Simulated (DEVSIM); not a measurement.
Structure: Schottky contact on n-type β-Ga2O3, at 300 K.

| layer (left to right) | material | thickness (μm) | Nd (cm⁻³) | τn (s) | τp (s) |
|---|---|---|---|---|---|
| 1 | β-Ga2O3 | 0.610 | 2e16 | 3.1e-8 | 3.1e-8 |

Left contact: Schottky, work function 5.04 eV, emission velocity 2.1e6 cm/s. Right contact: ohmic. Voltage is applied to the left contact. Recombination: SRH at mid-gap. Mobility is μmin + (μ − μmin)/(1 + (N/Nref)^α).

Constants are typed, rounded textbook-type inputs, not results; the design itself was drawn at random and stands for no fabricated device. Values at 300 K.

```tsv
parameter	β-Ga2O3
gap (eV)	4.8
affinity (eV)	4
permittivity	10
Nc (cm⁻³)	3.7e18
Nv (cm⁻³)	5e20
μn (cm²/Vs)	160
μp (cm²/Vs)	1
μn,min	20
μp,min	0.1
Nref,n	1e18
Nref,p	1e18
αn	0.8
αp	0.8
```

Simulated with DEVSIM: 1D drift-diffusion, Boltzmann statistics, complete ionisation; no tunnelling, impact ionisation, image-force lowering or self-heating. Metal contacts follow the ideal Schottky-Mott rule: no Fermi-level pinning, no interface dipoles.

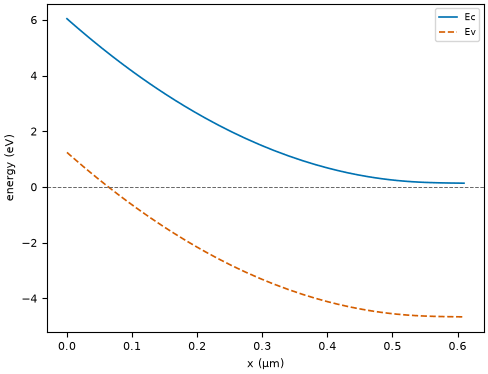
Figure: Band edges at -5.0 V on the left contact

Energies count from the Fermi level of the right contact; mesh points crowd at the junctions.

```
x (μm)    Ec (eV)  Ev (eV)  n (cm⁻³)  p (cm⁻³)  field (V/cm)
--------  -------  -------  --------  --------  ------------
0.000       6.040    1.240     < 1e2     < 1e2       -210000
0.006604    5.904    1.105     < 1e2     < 1e2       -200000
0.01488     5.737    0.937     < 1e2     < 1e2       -200000
0.02524     5.531    0.731     < 1e2     < 1e2       -200000
0.04324     5.182    0.382     < 1e2     < 1e2       -190000
0.06076     4.853    0.053     < 1e2     < 1e2       -180000
0.07870     4.528   -0.272     < 1e2     < 1e2       -180000
0.1154      3.900   -0.900     < 1e2     < 1e2       -160000
0.1512      3.335   -1.465     < 1e2     < 1e2       -150000
0.1960      2.692   -2.108     < 1e2     < 1e2       -140000
0.2521      1.989   -2.811     < 1e2     < 1e2       -120000
0.3403      1.115   -3.685     < 1e2     < 1e2        -83000
0.3999      0.684   -4.117     1.2e7     < 1e2        -62000
0.4476      0.431   -4.369    2.1e11     < 1e2        -44000
0.4965      0.258   -4.542    1.7e14     < 1e2        -27000
0.5246      0.197   -4.603    1.8e15     < 1e2        -17000
0.5437      0.170   -4.630    5.1e15     < 1e2        -11000
0.5624      0.154   -4.646    9.6e15     < 1e2         -6800
0.5815      0.144   -4.656    1.4e16     < 1e2         -4000
0.5925      0.140   -4.660    1.7e16     < 1e2         -3100
0.6013      0.137   -4.663    1.8e16     < 1e2         -2700
0.6100      0.135   -4.665    2.0e16     < 1e2         -2600
```
